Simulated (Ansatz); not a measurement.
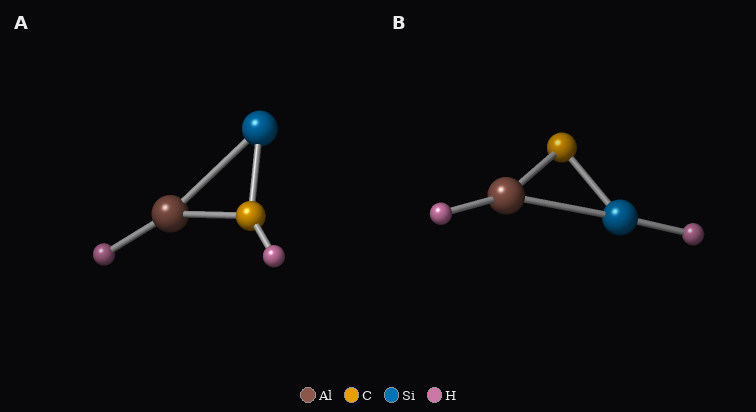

2 stationary structures of one formula. State: neutral, doublet. Geometries: PBE0-D4/def2-TZVP. Electronic energies: UHF-CCSD(T) (frozen core)/def2-TZVPP (Ansatz 0.2.0), without zero-point energy. No frequency run is at hand to confirm each as a minimum.

Question: Rank them by energy, lowest first.

Answer: A is lowest (Cs); B lies 1.537 eV above it (Cs).

Give E(B) − E(A) in eV at these levels too: PBE-D4/def2-TZVPP; UHF-CCSD(T) (frozen core)/def2-TZVPP; PBE0-D4/def2-TZVPP; ωB97M-V/def2-TZVPP; B3LYP-D4/def2-TZVPP; r2SCAN-D4/def2-TZVPP; PBE0-D4/def2-TZVP.

```json
{"level": "PBE-D4/def2-TZVPP", "E(B) − E(A) (eV)": "+1.561"}
{"level": "UHF-CCSD(T) (frozen core)/def2-TZVPP", "E(B) − E(A) (eV)": "+1.537"}
{"level": "PBE0-D4/def2-TZVPP", "E(B) − E(A) (eV)": "+1.600"}
{"level": "ωB97M-V/def2-TZVPP", "E(B) − E(A) (eV)": "+1.645"}
{"level": "B3LYP-D4/def2-TZVPP", "E(B) − E(A) (eV)": "+1.573"}
{"level": "r2SCAN-D4/def2-TZVPP", "E(B) − E(A) (eV)": "+1.503"}
{"level": "PBE0-D4/def2-TZVP", "E(B) − E(A) (eV)": "+1.595"}
```

The determinant isn't a pure spin state (⟨S²⟩ up to 0.93).
